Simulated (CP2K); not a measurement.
# Two attempts at CH4BNO (SMILES OB1CN1)

Wanted: energy and forces of CH4BNO, IPEA1-xTB.

Program for the calculation: CP2K 2026.2.

### Step 1. The structure to begin with

CH4BNO: 8 atoms, total charge 0, spin state singlet. As SMILES, `OB1CN1`. Geometry: a GFN2-xTB relaxation, a rough one for these elements and not checked as a minimum.

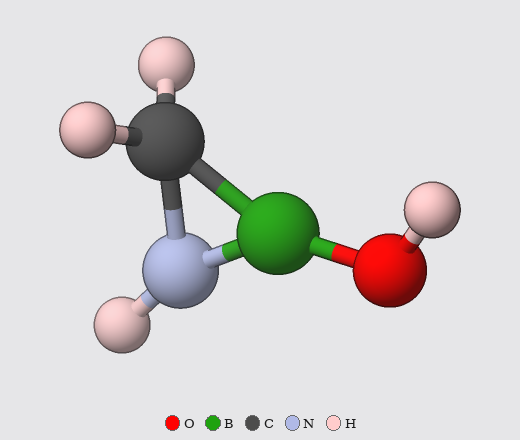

The structure, seen from a chosen angle (oxygen red, boron green, carbon dark grey, nitrogen light blue, hydrogen pink).

### Step 2. First attempt

Contents of run.inp:

```
&GLOBAL
 PROJECT run
 RUN_TYPE ENERGY_FORCE
 PRINT_LEVEL MEDIUM
&END
&FORCE_EVAL
 METHOD Quickstep
 &DFT
  &QS
   METHOD XTB
   EPS_DEFAULT 1.0E-10
   &XTB
    GFN_TYPE TBLITE
    &TBLITE
     METHOD IPEA1
    &END
    CHECK_ATOMIC_CHARGES F
   &END
  &END
  # cluster boundary conditions
  &POISSON
   PERIODIC NONE
   POISSON_SOLVER ANALYTIC
  &END
  # SCF settings
  &SCF
   SCF_GUESS ATOMIC
   EPS_SCF 1.0E-06
   MAX_SCF 65
   ADDED_MOS 2
   &DIAGONALIZATION
    ALGORITHM STANDARD
   &END
   &MIXING
    METHOD DIRECT_P_MIXING
    ALPHA 0.4
   &END
   &SMEAR ON
    METHOD FERMI_DIRAC
    ELECTRONIC_TEMPERATURE [K] 300
   &END
  &END
  &PRINT
   &MOMENTS
    PERIODIC F
    REFERENCE COM
    MAX_MOMENT 1
   &END
   &MO ON
    ENERGIES T
    OCCUPATION_NUMBERS T
    NDIGITS 6
    &EACH
     QS_SCF 0
    &END
    ADD_LAST NUMERIC
   &END
   &HIRSHFELD OFF
   &END
  &END
 &END
 &SUBSYS
  # box in angstrom
  &CELL
   ABC 13.8 15.4 13.4
   PERIODIC NONE
  &END
  &COORD
   O     -2.408683     1.751927    -2.183579
   B     -0.849167     0.407217    -0.716074
   C      1.402611    -0.020371     1.111688
   N     -0.351111    -1.955186     0.133679
   H     -2.085936     3.527797    -2.250834
   H      3.350598    -0.180261     0.471128
   H      1.302361     0.304340     3.140593
   H     -0.360692    -3.835483     0.293380
  &END
  &TOPOLOGY
   &CENTER_COORDINATES
   &END
  &END
 &END
 &PRINT
  &FORCES ON
  &END
 &END
&END
```

The run is started by

```sh
$ OMP_NUM_THREADS=1 cp2k.psmp -i run.inp -o run.out
```

Standard output:

```text
CP2K| version string:                                       CP2K version 2026.2
 CP2K| Input file name                                                   run.inp

 GLOBAL| Basis set file name                                           BASIS_SET
 GLOBAL| Potential file name                                           POTENTIAL
 GLOBAL| Coordinate file name                                      __STD_INPUT__
 GLOBAL| Method name                                                        CP2K
 GLOBAL| Project name                                                        run
 GLOBAL| Run type                                                   ENERGY_FORCE
 GLOBAL| FFT library                                                       FFTW3
 GLOBAL| Diagonalization library                                       ScaLAPACK
 GLOBAL| Global print level                                               MEDIUM
 GLOBAL| Total number of message passing processes                             1
 GLOBAL| Number of threads for this process                                    1
 GLOBAL| CPU model name                                                  UNKNOWN

[... 48 lines left out ...]
 xTB| tblite SCC mixer min weight:                                     1.000E+00
[... 1 line left out ...]
 xTB| tblite SCC mixer weight factor:                                  1.000E-02
[... 219 lines left out ...]
  Core Hamiltonian energy:                                    -12.76032643051775
[... 1 line left out ...]
  Electrostatic energy:                                         1.37821447140104
[... 1 line left out ...]
  Non-self consistent dispersion energy:                       -0.00229158775447
[... 2 lines left out ...]
  Fermi energy:                                                -0.39833302159772
[... 1 line left out ...]
  Total energy:                                               -11.38437044506222
  Total energy (extrapolated to T->0):                        -11.38437044499469

 *******************************************************************************
 *   ___                                                                       *
 *  /   \                                                                      *
 * [ABORT]                                                                     *
 *  \___/     SCF run NOT converged. To continue the calculation regardless,   *
 *    |             please set the keyword IGNORE_CONVERGENCE_FAILURE.         *
 *  O/|                                                                        *
 * /| |                                                                        *
 * / \                                                            qs_scf.F:702 *
 *******************************************************************************

 ===== Routine Calling Stack =====

            4 scf_env_do_scf
            3 qs_energies
            2 qs_forces
            1 CP2K

Program received signal SIGABRT: Process abort signal.

Backtrace for this error:
#0  0x47cd5e41f957 in ???
#1  0x47cd7ecd4cac in __pthread_kill_implementation
#2  0x47cd7ec7bfb7 in raise
#3  0x47cd7ec65d37 in abort
#4  0x47cd5eaf2d83 in ???
#5  0x47cd5eaf4297 in ???
#6  0x47cd5f9c99ab in ???
#7  0x47cd5f9d3c7b in ???
#8  0x47cd5f84555b in ???
#9  0x47cd5e6d4d13 in ???
#10  0x47cd5e4ca0cf in ???
#11  0x47cd5eda745f in ???
#12  0x47cd5eda9d0b in ???
#13  0x47cd5e4c0db3 in ???
#14  0x47cd5e4bef13 in ???
#15  0x47cd7ec66573 in __libc_start_call_main
#16  0x47cd7ec66657 in __libc_start_main_impl
#17  0x47cd5e4bf06f in ???
#18  0xffffffffffffffff in ???
```

Wall time 0.26 s (1 thread of Arm Neoverse V2, shared host).

### Step 3. What went wrong

The run stopped without converging.

The log says `\___/     SCF run NOT converged. To continue the calculation regardless,`. What is wrong: numbers in bohr are read as ångström, which stretches the molecule by 1.89. The sound run differs in this: SCF iteration cap 150 in place of 65; cell (11, 11.9, 10.9) in place of (13.8, 15.4, 13.4). As the program read them, the closest atoms are 1.81 Å apart, against 0.96 Å in the sound input.

### Step 4. The mended input

Contents of molecule.xyz:

```xyz
8

O     -1.274620     0.927080    -1.155500
B     -0.449360     0.215490    -0.378930
C      0.742230    -0.010780     0.588280
N     -0.185800    -1.034640     0.070740
H     -1.103830     1.866830    -1.191090
H      1.773060    -0.095390     0.249310
H      0.689180     0.161050     1.661930
H     -0.190870    -2.029650     0.155250
```

Contents of calc.inp:

```
&GLOBAL
  PROJECT_NAME calc
  RUN_TYPE ENERGY_FORCE
  PRINT_LEVEL MEDIUM
&END GLOBAL
&FORCE_EVAL
  METHOD Quickstep
  &DFT
    &QS
      METHOD XTB
      EPS_DEFAULT 1.0E-10
      &XTB
        GFN_TYPE TBLITE
        &TBLITE
          METHOD IPEA1
        &END TBLITE
        CHECK_ATOMIC_CHARGES F
      &END XTB
    &END QS
    ! isolated system
    &POISSON
      PERIODIC NONE
      POISSON_SOLVER ANALYTIC
    &END POISSON
    &SCF
      SCF_GUESS ATOMIC
      EPS_SCF 1.0E-06
      MAX_SCF 150
      ADDED_MOS 2
      &DIAGONALIZATION
        ALGORITHM STANDARD
      &END DIAGONALIZATION
      &MIXING
        METHOD DIRECT_P_MIXING
        ALPHA 0.4
      &END MIXING
      &SMEAR ON
        METHOD FERMI_DIRAC
        ELECTRONIC_TEMPERATURE [K] 300
      &END SMEAR
    &END SCF
    ! extra output
    &PRINT
      &MOMENTS
        PERIODIC F
        REFERENCE COM
        MAX_MOMENT 1
      &END MOMENTS
      &MO ON
        ENERGIES T
        OCCUPATION_NUMBERS T
        NDIGITS 6
        &EACH
          QS_SCF 0
        &END EACH
        ADD_LAST NUMERIC
      &END MO
      &HIRSHFELD OFF
      &END HIRSHFELD
    &END PRINT
  &END DFT
  &SUBSYS
    &CELL
      ABC 11 11.9 10.9
      PERIODIC NONE
    &END CELL
    &TOPOLOGY
      COORD_FILE_NAME molecule.xyz
      COORD_FILE_FORMAT XYZ
      &CENTER_COORDINATES
      &END CENTER_COORDINATES
    &END TOPOLOGY
  &END SUBSYS
  ! extra output
  &PRINT
    &FORCES ON
    &END FORCES
  &END PRINT
&END FORCE_EVAL
```

The run is started by

```sh
$ OMP_NUM_THREADS=1 cp2k.psmp calc.inp > calc.out
```

Standard output:

```text
CP2K| version string:                                       CP2K version 2026.2
 CP2K| Input file name                                                  calc.inp

 GLOBAL| Basis set file name                                           BASIS_SET
 GLOBAL| Potential file name                                           POTENTIAL
 GLOBAL| Coordinate file name                                       molecule.xyz
 GLOBAL| Method name                                                        CP2K
 GLOBAL| Project name                                                       calc
 GLOBAL| Run type                                                   ENERGY_FORCE
 GLOBAL| FFT library                                                       FFTW3
 GLOBAL| Diagonalization library                                       ScaLAPACK
 GLOBAL| Global print level                                               MEDIUM
 GLOBAL| Total number of message passing processes                             1
 GLOBAL| Number of threads for this process                                    1
 GLOBAL| CPU model name                                                  UNKNOWN

[... 48 lines left out ...]
 xTB| tblite SCC mixer min weight:                                     1.000E+00
[... 1 line left out ...]
 xTB| tblite SCC mixer weight factor:                                  1.000E-02
[... 168 lines left out ...]
  *** SCF run converged in    16 steps ***
[... 2 lines left out ...]
  Repulsive potential energy:                                   0.22542554929989
[... 1 line left out ...]
  Self-consistent dispersion energy:                            0.00000000000000
[... 2 lines left out ...]
  Electronic entropic energy:                                  -0.00000000000000
[... 2 lines left out ...]
  Total energy:                                               -14.78913865847051
[... 12 lines left out ...]
 TB_DIPOLE| Dipole type                                             non-periodic
[... 1 line left out ...]
 TB_DIPOLE| Moment [a.u.]           0.21693168       0.19006284       0.09151641
[... 1 line left out ...]
 TB_DIPOLE| Derivative [a.u.]       0.00000000       0.00000000       0.00000000
[... 55 lines left out ...]
 -------------------------------------------------------------------------------
```

Wall time 0.24 s (1 thread of Arm Neoverse V2, shared host).

### Step 5. Outcome

At IPEA1-xTB:

| quantity | value |
| --- | --- |
| total energy | -14.78914 Eh |
| dipole moment (from atomic charges alone) | 0.77 D |
| HOMO energy | -11.69 eV |
| LUMO energy | -7.24 eV |
| HOMO–LUMO gap | 4.45 eV |
| largest force on an atom | 2.013 eV/Å |

What this shows: The largest force is 2.01 eV/Å: the shape isn't a stationary point for this species at this level.
